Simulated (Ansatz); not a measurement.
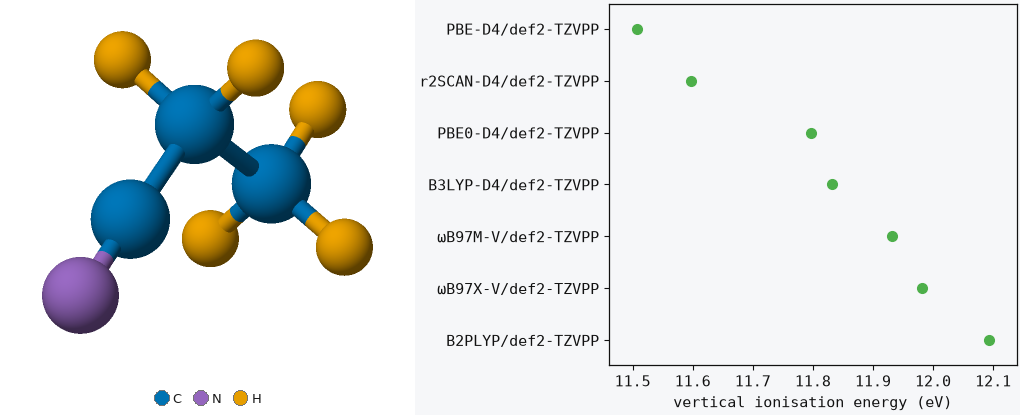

Vertical ionisation energy of C₃H₅N, SMILES CCC#N, taken as the energy of the cation less that of the neutral at fixed geometry (unrestricted doublet cation, cores frozen in correlated methods, no spin-orbit coupling), the Ansatz code 0.2.0, at a PBE0-D4/def2-TZVP geometry (a minimum by its frequencies).

### What range do the values span?

From 11.51 eV (PBE-D4/def2-TZVPP) to 12.09 eV (B2PLYP/def2-TZVPP).

### Give the values.

```csv
level,eV
PBE-D4/def2-TZVPP,11.51
r2SCAN-D4/def2-TZVPP,11.60
PBE0-D4/def2-TZVPP,11.80
B3LYP-D4/def2-TZVPP,11.83
ωB97M-V/def2-TZVPP,11.93
ωB97X-V/def2-TZVPP,11.98
B2PLYP/def2-TZVPP,12.09
```
